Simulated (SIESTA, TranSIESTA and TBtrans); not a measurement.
System: Ta chain with one bond stretched by 1.5 Å. Leads: straight Ta chain, spacing 2.35 Å. Geometry: as built, not relaxed.

Computed with TranSIESTA and TBtrans, PBE, DZP numerical orbitals (energy shift 0.15 eV), PseudoDojo norm-conserving scalar-relativistic potentials, mesh cutoff 200 Ry, 300 K, spin-polarised (collinear), no spin-orbit coupling; self-consistent non-equilibrium Green functions.

Energies count from the leads' Fermi level. Transmissions are for each spin. The energy step is 0.01 eV; narrower resonances are cut or missed.

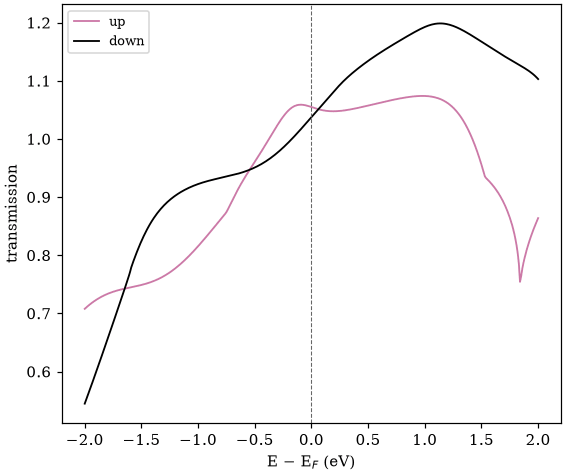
Figure: Transmission against energy

```csv
E (eV),T up,T down,lead channels up,down
-2.00,0.71,0.54,4,3
-1.80,0.73,0.66,4,3
-1.60,0.74,0.77,4,3
-1.40,0.75,0.86,4,4
-1.20,0.78,0.90,4,4
-1.00,0.82,0.92,4,4
-0.80,0.86,0.93,4,4
-0.60,0.93,0.94,6,4
-0.40,0.99,0.96,6,4
-0.20,1.05,0.99,6,4
0.00,1.05,1.04,6,4
0.20,1.05,1.08,6,6
0.40,1.05,1.12,6,6
0.60,1.06,1.15,6,6
0.80,1.07,1.17,6,6
1.00,1.07,1.19,6,6
1.20,1.06,1.20,6,6
1.40,1.01,1.18,6,6
1.60,0.92,1.15,4,6
1.80,0.83,1.13,2,6
2.00,0.86,1.10,1,6
```

The magnetic order of the leads was set by the start, and no other order was tried; the separate lead runs end at 1.06 (left) and 1.06 (right) μB an atom. The straight chain is held at its spacing; free chains may zigzag or dimerise. Spin-orbit coupling, left out here, matters for the heavy atoms.
